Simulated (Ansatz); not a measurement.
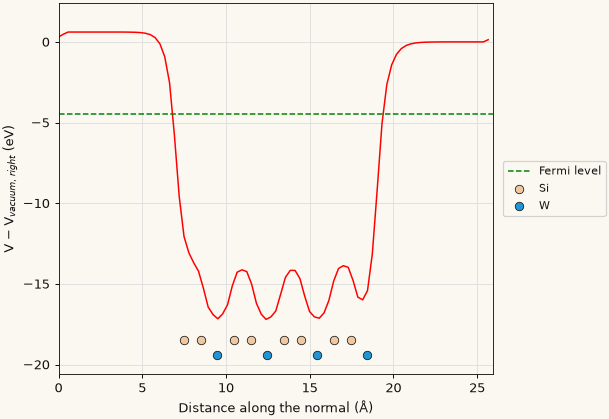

Plane-averaged electrostatic potential energy of an electron across the slab; circles at the bottom mark the heights of the atoms.

The Ansatz input:

```
crystal:
  lattice:
    - [3.2289953256, 0.0, 0.0]
    - [-1.6144976628, 4.2518642008, 0.0]
    - [0.0, 0.0, 25.9491929706]
  atoms:
    - { symbol: Si, position: [0.7136657638, 0.4273315277, 0.2890263296] }
    - { symbol: Si, position: [0.4305179046, 0.8610358091, 0.3271124344] }
    - { symbol: W, position: [0.1441836684, 0.2883673368, 0.3656271375] }
    - { symbol: Si, position: [0.8578494322, 0.7156988644, 0.4041418406] }
    - { symbol: Si, position: [0.5747015729, 0.1494031459, 0.4422279454] }
    - { symbol: W, position: [0.2883673368, 0.5767346735, 0.4807426485] }
    - { symbol: Si, position: [0.0020331006, 0.0040662012, 0.5192573515] }
    - { symbol: Si, position: [0.7188852413, 0.4377704826, 0.5573434564] }
    - { symbol: W, position: [0.4325510051, 0.8651020103, 0.5958581594] }
    - { symbol: Si, position: [0.146216769, 0.2924335379, 0.6343728625] }
    - { symbol: Si, position: [0.8630689097, 0.7261378194, 0.6724589673] }
    - { symbol: W, position: [0.5767346735, 0.153469347, 0.7109736704] }
basis:
  ecutwfc: 420
kpoints:
  mp_grid: { grid: [11, 8, 1] }
hamiltonian:
  xc: pbe
scf:
  occupations: { method: gaussian, width: 1.5 }
output:
  forces: true
  stress: true
  eigenvalues: true
efield:
  axis: 3
  dipole_correction: true
  ramp_width: 0.04
```

Launched with:
```bash
ansatz run input.yaml --threads 2 --pin off --max-ram 5632MiB --backend cpu --events-out ev --progress --plain --runs-dir out
```

What is the work function?

The work function is 4.47 eV at the right face and 5.08 eV at the left.

Do the two faces differ, and what does that say about the slab's dipole?

The vacuum level is 0.61 eV higher at the left than at the right, so the slab carries a dipole along its normal; the ramp in the vacuum, at or near the edge of the plot, is the dipole correction that keeps each side flat.

How thick are slab and vacuum?

The outermost atoms are 10.9 Å apart, which leaves 15.0 Å of vacuum in a cell 25.9 Å high.

The atoms aren't at rest in this cell (largest force 1.9 eV/Å), so the relaxed material can differ. Spin-orbit coupling is left out, which matters for W.
